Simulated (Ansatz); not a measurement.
# BSiH5 (boranylsilane): PBE/def2-TZVP

Aim: the electronic atomisation energy of BSiH5 (boranylsilane) at PBE/def2-TZVP, from 4 runs. 

Program for the calculation: Ansatz 0.2.0.

46 further runs of the same task are left out: 46 set aside as unsound or not needed.

## Step 1: The structure to begin with

BSiH5 has 7 atoms, charge 0, and is taken as a singlet. SMILES: `B[SiH3]`. The coordinates come from a PBE0-D4/def2-TZVP relaxation.

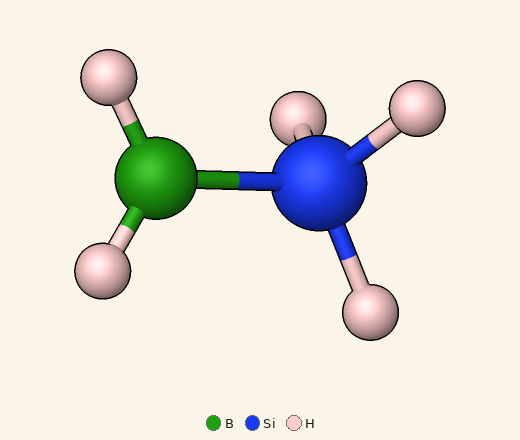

The structure, seen from a chosen angle (boron green, silicon blue, hydrogen pink).

## Step 2: A single-point energy at PBE/def2-TZVP

File in.yaml:

```yaml
basis:
  gaussian: {orbitals: def2-TZVP}
crystal:
  periodic: [false, false, false]
  atoms:
    - symbol: B
      position_ang: [-0.043200, -1.189000, 0.204300]
    - symbol: Si
      position_ang: [0.089100, 0.785300, -0.148500]
    - symbol: H
      position_ang: [-1.126000, -1.690600, 0.290100]
    - symbol: H
      position_ang: [0.906400, -1.902500, 0.335400]
    - symbol: H
      position_ang: [-0.616000, 1.093400, -1.427200]
    - symbol: H
      position_ang: [-0.623600, 1.516700, 0.939600]
    - symbol: H
      position_ang: [1.474500, 1.318800, -0.239500]
hamiltonian: {xc: pbe}
accuracy: high
output: {orbitals: {seedname: orbitals}}
```

Run with:

```bash
$ ansatz run in.yaml --threads 1 --pin off --max-ram 3480MiB --events-out events.jsonl --progress --plain --runs-dir runs
```

What it wrote:

```text
Warning: RAYON_NUM_THREADS=1 ignored (pool sized by the plan → 1); use --threads N
Functional definition: PBE
  name "PBE"
  parameter kappa = 0.804
  parameter beta = 0.06672455060314922
  exchange = pbe_x(kappa = kappa, mu = beta*pi^2/3)
  correlation = pbe_c(beta = beta)
1819 factors; integrals over basis functions are off by at most 3.9e-9 eV
mean field evaluation 1: about -8626.6396 eV, gradient 2.3e1 eV
mean field evaluation 2: about -8627.1694 eV, gradient 2.0e1 eV
mean field evaluation 4: about -8628.6539 eV, gradient 8.0e-1 eV
mean field evaluation 8: about -8628.6514 eV, gradient 1.7e-2 eV
mean field evaluation 16: about -8628.6514 eV, gradient 3.5e-7 eV
mean field -8628.65138689 eV, -317.0970897582 hartree, gradient 1.9e-8 eV, S^2 0.000000; 0 other end points of the search recorded, 0 dependent functions left out
reference -8628.65139092 eV, -317.0970899062 hartree; 12, 12 occupied and 86, 86 virtual orbitals, 1819 factors
Total energy: -8628.65139092 eV, -317.0970899062 hartree
```

Wall time 5.1 s (1 thread of Arm Neoverse V1, shared host); peak memory 0.22 GiB.

## Step 3: The B atom, same level

File in.yaml:

```yaml
crystal:
  periodic: [false, false, false]
  atoms:
    - symbol: B
      position_ang: [0.000000, 0.000000, 0.000000]
basis:
  gaussian: {orbitals: def2-TZVP}
magnetization: {spin_polarized: true, initial_magnetization: 1}
hamiltonian: {xc: pbe}
accuracy: high
```

Run with:

```bash
$ ansatz run in.yaml --threads 1 --pin off --max-ram 3480MiB --events-out events.jsonl --progress --plain --runs-dir runs
```

What it wrote, cut to the lines that bear on the results:

```text
Warning: RAYON_NUM_THREADS=1 ignored (pool sized by the plan → 1); use --threads N
[... 6 set-up lines as earlier in the session ...]
312 factors; integrals over basis functions are off by at most 3.0e-9 eV
mean field evaluation 1: about -669.5594 eV, gradient 3.5e0 eV
mean field evaluation 2: about -669.6500 eV, gradient 1.6e0 eV
mean field evaluation 4: about -669.6744 eV, gradient 2.6e-1 eV
mean field evaluation 8: about -669.6745 eV, gradient 7.2e-4 eV
mean field evaluation 16: about -669.5511 eV, gradient 3.7e0 eV
mean field evaluation 32: about -669.6744 eV, gradient 8.2e-2 eV
mean field -669.67445763 eV, -24.6100823964 hartree, gradient 1.9e-8 eV, S^2 0.753232; 2 other end points of the search recorded, 0 dependent functions left out
reference -669.67445992 eV, -24.6100824803 hartree; 3, 2 occupied and 28, 29 virtual orbitals, 312 factors
Total energy: -669.67445992 eV, -24.6100824803 hartree
```

Wall time 0.83 s (1 thread of Arm Neoverse V1, shared host).

## Step 4: The H atom, same level

File input.yaml:

```yaml
crystal:
  periodic: [false, false, false]
  atoms:
    - symbol: H
      position_ang: [0.000000, 0.000000, 0.000000]
basis:
  gaussian:
    orbitals: def2-TZVP
magnetization:
  spin_polarized: true
  initial_magnetization: 1
hamiltonian:
  xc: pbe
accuracy: high
```

Run with:

```bash
$ ansatz run input.yaml --threads 1 --pin off --max-ram 3480MiB --events-out events.jsonl --progress --plain --runs-dir runs
```

What it wrote, cut to the lines that bear on the results:

```text
Warning: RAYON_NUM_THREADS=1 ignored (pool sized by the plan → 1); use --threads N
[... 6 set-up lines as earlier in the session ...]
21 factors; integrals over basis functions are off by at most 4.9e-8 eV
mean field evaluation 1: about -13.5916 eV, gradient 5.5e-1 eV
mean field evaluation 2: about -13.5959 eV, gradient 8.6e-2 eV
mean field evaluation 4: about -13.5952 eV, gradient 3.1e-3 eV
mean field evaluation 8: about -13.5952 eV, gradient 1.4e-6 eV
mean field -13.59523232 eV, -0.4996155727 hartree, gradient 7.3e-9 eV, S^2 0.750000; 0 other end points of the search recorded, 0 dependent functions left out
reference -13.59523475 eV, -0.4996156620 hartree; 1, 0 occupied and 5, 6 virtual orbitals, 21 factors
Total energy: -13.59523475 eV, -0.4996156620 hartree
```

Wall time 0.12 s (1 thread of Arm Neoverse V1, shared host).

## Step 5: The Si atom at the same level

File input.yaml:

```yaml
crystal:
  periodic: [false, false, false]
  atoms:
    - {symbol: Si, position_ang: [0.000000, 0.000000, 0.000000]}
basis:
  gaussian: {orbitals: def2-TZVP}
accuracy: high
hamiltonian: {xc: {name: PBE}}
magnetization: {spin_polarized: true, initial_magnetization: 2}
```

Run with:

```bash
$ ansatz run input.yaml --threads 1 --pin off --max-ram 3480MiB --events-out events.jsonl --progress --plain --runs-dir runs
```

What it wrote, cut to the lines that bear on the results:

```text
Warning: RAYON_NUM_THREADS=1 ignored (pool sized by the plan → 1); use --threads N
[... 6 set-up lines as earlier in the session ...]
365 factors; integrals over basis functions are off by at most 3.6e-9 eV
mean field evaluation 1: about -7870.0485 eV, gradient 3.1e0 eV
mean field evaluation 2: about -7870.1384 eV, gradient 2.0e0 eV
mean field evaluation 4: about -7870.1579 eV, gradient 3.6e-1 eV
mean field evaluation 8: about -7870.1547 eV, gradient 9.6e-3 eV
mean field evaluation 16: about -7870.1547 eV, gradient 6.4e-9 eV
mean field evaluation 32: about -7870.1547 eV, gradient 8.3e-9 eV
mean field -7870.15469361 eV, -289.2228504078 hartree, gradient 3.7e-8 eV, S^2 2.003916; 3 other end points of the search recorded, 0 dependent functions left out
reference -7870.15469574 eV, -289.2228504859 hartree; 8, 6 occupied and 29, 31 virtual orbitals, 365 factors
Total energy: -7870.15469574 eV, -289.2228504859 hartree
```

It took 2.5 s on 1 thread of Arm Neoverse V1, shared host.

## Step 6: Outcome

Level: PBE/def2-TZVP.

```
                     quantity          value
       molecule: total energy  -317.09709 Eh
        molecule: HOMO energy       -7.25 eV
        molecule: LUMO energy       -3.51 eV
      molecule: HOMO–LUMO gap        3.74 eV
         B atom: total energy   -24.61008 Eh
                 B atom: ⟨S²⟩          0.753
         H atom: total energy    -0.49962 Eh
                 H atom: ⟨S²⟩          0.750
        Si atom: total energy  -289.22285 Eh
                Si atom: ⟨S²⟩          2.004
electronic atomisation energy      20.846 eV
```

In words: Taking the molecule apart into free atoms costs 20.85 eV (2011 kJ/mol), before zero-point energy and without spin-orbit coupling.
